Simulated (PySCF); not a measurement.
NMR shielding calculation, with input and output: C₅H₆O₂

System: C₅H₆O₂ (2-pentynoic acid), SMILES CCC#CC(=O)O.
Method: GIAO PBE0/pcSseg-1 NMR shielding, non-relativistic, gas phase (PySCF 2.14.0).

The geometry comes from this level: GFN2-xTB, MD frame at 3600 fs, 800 K. Figures and captions count atoms from 1; the log counts them from 0 in places.

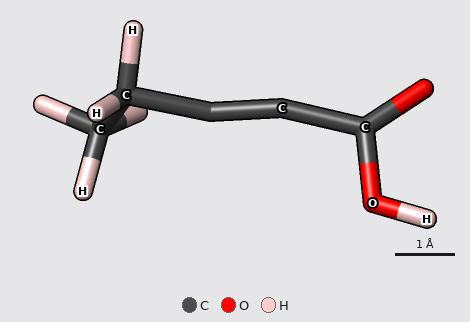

**Figure 1.** The structure (stick view, seen at a tilt).

Results in brief:

- outcome: converged
- total energy: −344.057867 hartree
- HOMO: −7.88 eV
- LUMO: −1.32 eV
- dipole moment: 3.27 D
- isotropic shielding, C: 22.0 to 173.6 ppm
- isotropic shielding, O: −137.8 to 100.9 ppm
- isotropic shielding, H: 24.9 to 30.8 ppm
- hardware: 1 CPU thread, shared host
- wall time: 12 s
- peak memory: 0.77 GiB

The input:
```
{"job": {"kind": "nmr", "xc": "PBE0", "basis": "pcSseg-1", "pop": false}, "charge": 0, "multiplicity": 1}
C     -5.444253    -3.108544     3.325837
C     -5.678424    -1.725969     3.785184
C     -4.344777    -1.200936     3.398106
C     -3.464583    -0.437611     3.072802
C     -2.181660     0.227445     2.916400
O     -1.742255     0.937480     2.007242
O     -1.368628    -0.130753     3.913554
H     -5.073764    -3.658768     4.232683
H     -4.969424    -3.141465     2.368801
H     -6.357649    -3.766172     2.990819
H     -6.256926    -1.000498     3.168544
H     -6.022800    -1.587670     4.747830
H     -0.515960     0.342225     3.920150
```

The first line tells a small driver script what to run in PySCF; the rest is the geometry in Å.

Command:
```bash
OMP_NUM_THREADS=1 python <driver script> task.json out
```

Log:
```
coarse grid: 11328 points
cycle   1  E = -343.8193635279  dE =  1.185e+00  |g| = 9.557e-01  |ddm| = 3.445e+00
cycle   2  E = -343.4179201169  dE =  4.014e-01  |g| = 1.740e+00  |ddm| = 2.233e+00
cycle   3  E = -343.9690272109  dE = -5.511e-01  |g| = 3.633e-01  |ddm| = 1.735e+00
cycle   4  E = -343.9936461695  dE = -2.462e-02  |g| = 8.793e-02  |ddm| = 3.543e-01
cycle   5  E = -343.9948296877  dE = -1.184e-03  |g| = 2.532e-02  |ddm| = 7.444e-02
cycle   6  E = -343.9949783773  dE = -1.487e-04  |g| = 6.670e-03  |ddm| = 3.472e-02
cycle   7  E = -343.9949849462  dE = -6.569e-06  |g| = 4.003e-03  |ddm| = 7.690e-03
cycle   8  E = -343.9949886196  dE = -3.673e-06  |g| = 1.027e-03  |ddm| = 3.287e-03
final grid: 110688 points
cycle   9  E = -344.0578419642  dE = -1.691e-05  |g| = 1.142e-02  |ddm| = 3.974e-02
cycle  10  E = -344.0577937895  dE =  4.817e-05  |g| = 1.974e-02  |ddm| = 2.484e-02
cycle  11  E = -344.0578650499  dE = -7.126e-05  |g| = 3.136e-03  |ddm| = 1.679e-02
cycle  12  E = -344.0578668990  dE = -1.849e-06  |g| = 3.310e-04  |ddm| = 2.195e-03
cycle  13  E = -344.0578669142  dE = -1.520e-08  |g| = 1.507e-04  |ddm| = 2.910e-04
cycle  14  E = -344.0578669182  dE = -4.001e-09  |g| = 6.868e-05  |ddm| = 1.353e-04
cycle  15  E = -344.0578669192  dE = -1.043e-09  |g| = 2.251e-05  |ddm| = 6.458e-05
cycle  16  E = -344.0578669194  dE = -1.239e-10  |g| = 3.200e-06  |ddm| = 2.060e-05
```

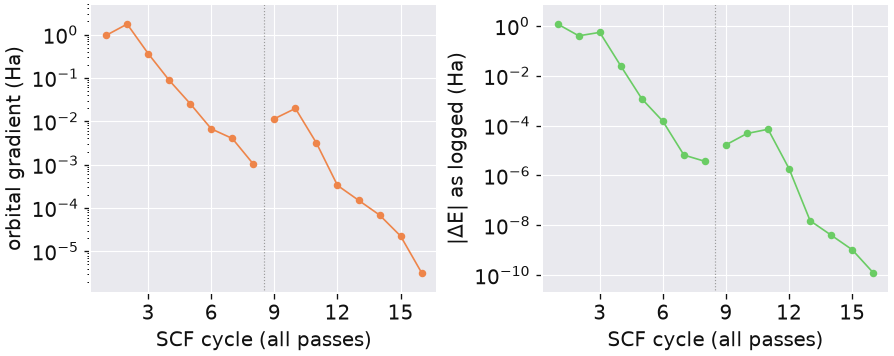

**Figure 2.** Convergence of the self-consistent field: orbital gradient and size of the energy change against the SCF cycle. The dotted line marks the change from a coarse to the final integration grid. The first 8 cycles use a coarse grid, the final grid takes over at cycle 9, and the field converges after 16 cycles in all.

```
converged SCF energy = -344.0578669194

GIAO shielding tensors (ppm)
atom      isotropic    diamagn.    paramagn.     s11        s22        s33       span
  0 C      173.086     237.760     -64.675    156.278    171.548    191.431     35.152
  1 C      173.600     273.048     -99.448    161.352    167.861    191.587     30.235
  2 C       82.405     264.453    -182.047     -8.426      2.770    252.872    261.298
  3 C      107.644     257.977    -150.332     24.513     40.396    258.024    233.511
  4 C       22.043     258.976    -236.933    -90.421     76.159     80.390    170.811
  5 O     -137.800     409.472    -547.272   -360.751   -315.880    263.232    623.983
  6 O      100.935     391.304    -290.368    -51.845    125.036    229.616    281.461
  7 H       28.713      25.888       2.825     24.220     26.905     35.014     10.793
  8 H       29.976      31.417      -1.440     24.779     30.645     34.505      9.726
  9 H       28.485      17.998      10.487     24.648     25.104     35.701     11.053
 10 H       28.122      31.519      -3.397     22.503     27.781     34.080     11.577
 11 H       30.792      31.587      -0.796     26.844     28.462     37.069     10.225
 12 H       24.871      34.875     -10.004     19.668     22.322     32.623     12.955
```

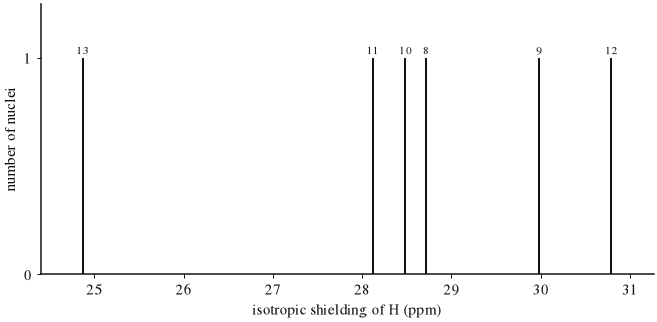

**Figure 3.** Isotropic shieldings of the hydrogen nuclei in this fixed geometry, labelled by atom number; shielding grows to the right, so chemical shift grows to the left. The least shielded is H13 (24.9 ppm), the most shielded H12 (30.8 ppm).
